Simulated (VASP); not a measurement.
Band structure of CdCl2 (space group P-4m2). Method: LDA (Ceperley-Alder, Perdew-Zunger), VASP's LDA PAW potentials (set 64) (plane waves; VASP).

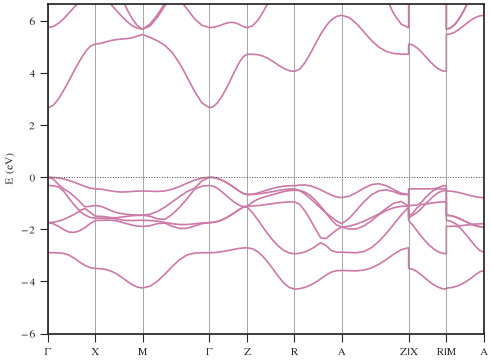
Figure: Bands along high-symmetry lines, zero at the valence-band maximum or, without a gap, the Fermi level

**Question.** Read the plot: is there a gap, and where are the band edges?

**Answer.** The gap is direct, 2.67 eV, from the valence maximum at Γ to the conduction minimum at Γ. (Edges off the drawn lines would not show.)

The structure comes from a computed database's CdCl2 entry (P-4m2); how it stands against other phases isn't given here. It was relaxed first, which changed the volume by -13 %.
